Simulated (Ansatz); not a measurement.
The reference is SnTe in the rock salt structure (space group Fm-3m, No. 225; a = 6.3712 Å).

Structures relaxed with Ansatz (a program for electronic structure) r2SCAN, no SOC, earlier PAW set.

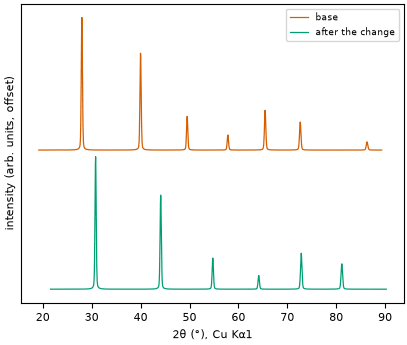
*Simulated powder patterns before (top) and after one change*

Task: What was done to the base?
A) pressure 22.5 GPa
B) pressure −1 GPa
C) pressure 9 GPa
D) pressure 0.9 GPa

Result: A, pressure 22.5 GPa. Its volume per atom is 24.42 Å³ against 32.33 Å³, and its space group is Fm-3m (No. 225).

Load acts through the strain it causes; cell and atoms are relaxed under it. No phonon test of stability was made. Competing high-pressure phases were not computed. All final runs are without spin polarisation.
